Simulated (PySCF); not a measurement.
Reaction (SMILES): OO (H2O2) → [O-]O + H+
B3LYP-D3(BJ)/def2-TZVP geometries, fixed; electronic energies without zero-point terms.
Largest species:
```xyz
4

O      0.0155     0.7238    -0.0702
O     -0.0112    -0.7261    -0.0419
H      0.8057     0.8967     0.4614
H     -0.8394    -0.8786     0.4355
```

Basis-set convergence of the deprotonation energy at PBE with PySCF. All functions are spherical. Density fitting with generated auxiliary sets. No added dispersion term, no relativity. Functions are those of the species that has most. Reference: the value in aug-cc-pVQZ, 380.36 kcal/mol, itself unsure by roughly 0.20 kcal/mol (its distance from def2-QZVPPD). Deviations are taken from unrounded values.

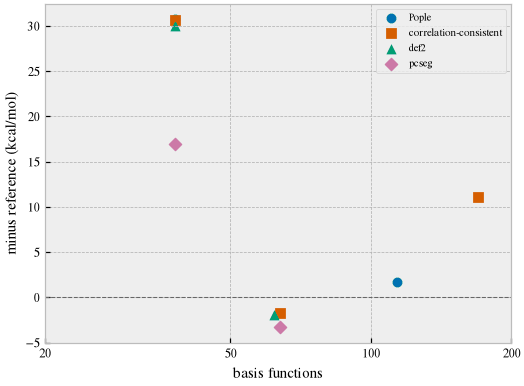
Figure. Deviation from the reference against the number of basis functions, by family of sets.

| basis | functions | deprotonation energy (kcal/mol) | minus reference (kcal/mol) |
|---|---|---|---|
| 6-31G** | 38 | 411.11 | 30.75 |
| cc-pVDZ | 38 | 411.00 | 30.64 |
| def2-SVP | 38 | 410.40 | 30.04 |
| pcseg-1 | 38 | 397.34 | 16.98 |
| def2-SVPD | 62 | 378.46 | -1.90 |
| aug-cc-pVDZ | 64 | 378.67 | -1.69 |
| aug-pcseg-1 | 64 | 377.03 | -3.33 |
| 6-311++G(3df,3pd) | 114 | 382.09 | 1.73 |
| cc-pVQZ | 170 | 391.47 | 11.11 |
